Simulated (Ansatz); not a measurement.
**InH3 (SMILES [H][In]([H])[H]) at RPA@PBE/STO-3G**

Aim: the energy change on altering one bond length of InH3 at RPA@PBE/STO-3G, from 2 runs. 

The results are computed with Ansatz 0.2.0.

27 further runs of the same task are left out: 1 that didn't finish, 26 set aside as unsound or not needed.

### Step 1. Starting point

InH3: 4 atoms, total charge 0, spin state singlet. SMILES: `[H][In]([H])[H]`. Geometry: a GFN2-xTB relaxation, a rough one for these elements and not checked as a minimum.

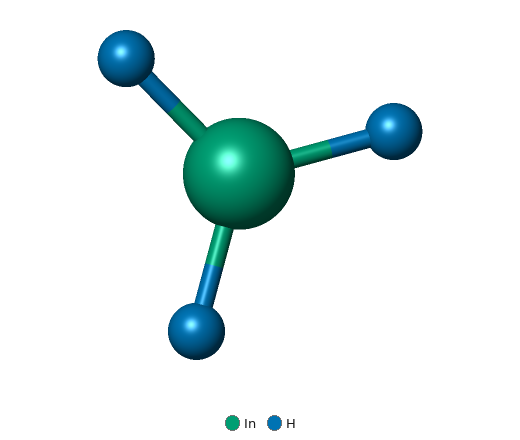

The structure, seen from a chosen angle (indium teal, hydrogen blue).

### Step 2. A single-point energy at RPA@PBE/STO-3G

molecule.yaml reads:

```yaml
basis:
  gaussian: {orbitals: STO-3G}
crystal:
  periodic: [false, false, false]
  atoms:
    - {symbol: In, position_ang: [0.000640, -0.000740, -0.000540]}
    - {symbol: H, position_ang: [1.718930, -0.027790, 0.013510]}
    - {symbol: H, position_ang: [-0.834510, 1.501400, -0.017780]}
    - {symbol: H, position_ang: [-0.885060, -1.472880, 0.004810]}
hamiltonian: {xc: {name: PBE}}
correlation: {method: rpa, frozen_orbitals: {H: 0, In: 18}}
accuracy: high
```

On the command line:

```sh
$ ansatz run molecule.yaml --threads 1 --pin off --max-ram 2610MiB --events-out events.jsonl --progress --plain --runs-dir runs
```

Log:

```text
Warning: RAYON_NUM_THREADS=1 ignored (pool sized by the plan → 1); use --threads N
Functional definition: PBE
  name "PBE"
  parameter kappa = 0.804
  parameter beta = 0.06672455060314922
  exchange = pbe_x(kappa = kappa, mu = beta*pi^2/3)
  correlation = pbe_c(beta = beta)
527 factors; integrals over basis functions are off by at most 4.0e-9 eV
mean field evaluation 1: about -154721.8015 eV, gradient 2.5e1 eV
mean field evaluation 2: about -154721.7669 eV, gradient 2.5e1 eV
mean field evaluation 4: about -154724.1457 eV, gradient 1.2e0 eV
mean field evaluation 8: about -154724.1498 eV, gradient 8.5e-4 eV
mean field -154724.14975271 eV, -5686.0076276167 hartree, gradient 7.5e-8 eV, S^2 0.000000; 0 other end points of the search recorded, 0 dependent functions left out
18 core orbitals not correlated: weight in the atoms' cores, before any rotation towards them, 1.000 or more for the frozen orbitals, at most 0.000 for the correlated occupied ones
reference -154684.80102249 eV, -5684.5615884525 hartree; 8, 8 occupied and 4, 4 virtual orbitals, 527 factors
Total energy: -154687.39905397 eV, -5684.6570643486 hartree
```

Run time: 0.7 s. Hardware: 1 thread of AMD EPYC 9R45 (Zen 5), shared host; peak memory 0.12 GiB.

### Step 3. The distorted shape, same level

in.yaml reads:

```yaml
crystal:
  periodic: [false, false, false]
  atoms:
    - symbol: In
      position_ang: [-0.428932, 0.006022, -0.004052]
    - symbol: H
      position_ang: [1.718930, -0.027790, 0.013510]
    - symbol: H
      position_ang: [-1.264082, 1.508162, -0.021292]
    - symbol: H
      position_ang: [-1.314632, -1.466118, 0.001298]
basis:
  gaussian:
    orbitals: STO-3G
correlation:
  method: rpa
  frozen_orbitals: {H: 0, In: 18}
hamiltonian:
  xc: {name: PBE}
accuracy: high
```

On the command line:

```sh
$ ansatz run in.yaml --threads 1 --pin off --max-ram 2610MiB --events-out events.jsonl --progress --plain --runs-dir runs
```

Log, cut to the lines that bear on the results:

```text
Warning: RAYON_NUM_THREADS=1 ignored (pool sized by the plan → 1); use --threads N
[... 6 set-up lines as earlier in the session ...]
527 factors; integrals over basis functions are off by at most 4.0e-9 eV
mean field evaluation 1: about -154720.1443 eV, gradient 2.6e1 eV
mean field evaluation 2: about -154720.0969 eV, gradient 2.5e1 eV
mean field evaluation 4: about -154722.7505 eV, gradient 4.6e0 eV
mean field evaluation 8: about -154722.8865 eV, gradient 6.4e-3 eV
mean field evaluation 16: about -154722.8865 eV, gradient 1.9e-9 eV
mean field -154722.88651317 eV, -5685.9612044196 hartree, gradient 2.2e-9 eV, S^2 0.000000; 0 other end points of the search recorded, 0 dependent functions left out
18 core orbitals not correlated: weight in the atoms' cores, before any rotation towards them, 1.000 or more for the frozen orbitals, at most 0.000 for the correlated occupied ones
reference -154683.34653694 eV, -5684.5081370947 hartree; 8, 8 occupied and 4, 4 virtual orbitals, 527 factors
Total energy: -154686.29389757 eV, -5684.6164505997 hartree
```

Wall time 0.68 s (1 thread of AMD EPYC 9R45 (Zen 5), shared host).

### Step 4. Summary of results

Level: RPA@PBE/STO-3G, 18 core orbitals frozen.

| quantity | value |
| --- | --- |
| first shape: total energy | -5684.65706 Eh |
| first shape: RPA correlation energy (valence) | -95.5 mEh |
| distorted shape: total energy | -5684.61645 Eh |
| distorted shape: RPA correlation energy (valence) | -108.3 mEh |
| energy change with the In1–H2 bond stretched from 1.719 to 2.148 Å | 1.105 eV |

In words: With the In1–H2 bond stretched from 1.719 to 2.148 Å the energy rises by 1.11 eV (107 kJ/mol). The first shape isn't relaxed at this level, so the change isn't measured from a minimum. The minimal basis adds a large error of its own. Relativity is left out (first shape) although the molecule holds a heavy atom. Relativity is left out (distorted shape) although the molecule holds a heavy atom.
